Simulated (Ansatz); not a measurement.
Stretching the B1–H3 bond in aminoborane (SMILES BN) (multiplicity 1 held, fragments rigid). Energies count from the point at 1.193 Å.
Geometry at that point (charge 0, multiplicity 1):
```csv
atom,x (Å),y (Å),z (Å)
B,-0.7760,0.0448,-0.0030
N,0.6093,-0.0352,0.0024
H,-1.4138,-0.9629,-0.0311
H,-1.2939,1.1191,0.0205
H,1.2097,0.7728,0.0253
H,1.1130,-0.9068,-0.0162
```

Restricted levels (R-, RO-) in cc, def2 and unpolarised 6-31G sets keep to the state of the molecule at rest. U- levels take the lowest unrestricted solution at each point, which mixes spins at long bonds. Active spaces are followed from a long bond inwards. Levels need not reach the same state.

Correlated levels freeze the cores.

Programs: Ansatz (a first-principles code). Each number belongs to the level named beside it.

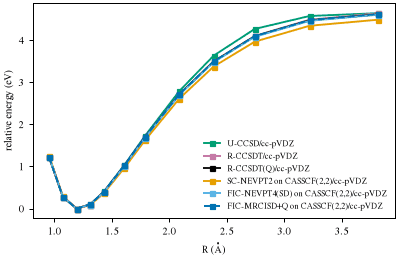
Relative energy along the coordinate

Doubts at one or more of the structures used: a spin-contaminated determinant (U-CCSD/cc-pVDZ); T1 above 0.05 (U-CCSD/cc-pVDZ, R-CCSDT/cc-pVDZ, R-CCSDT(Q)/cc-pVDZ); a restricted determinant that unrestricted orbitals would lower (R-CCSDT/cc-pVDZ, R-CCSDT(Q)/cc-pVDZ); other coupled-cluster roots lie near (R-CCSDT/cc-pVDZ, R-CCSDT(Q)/cc-pVDZ).
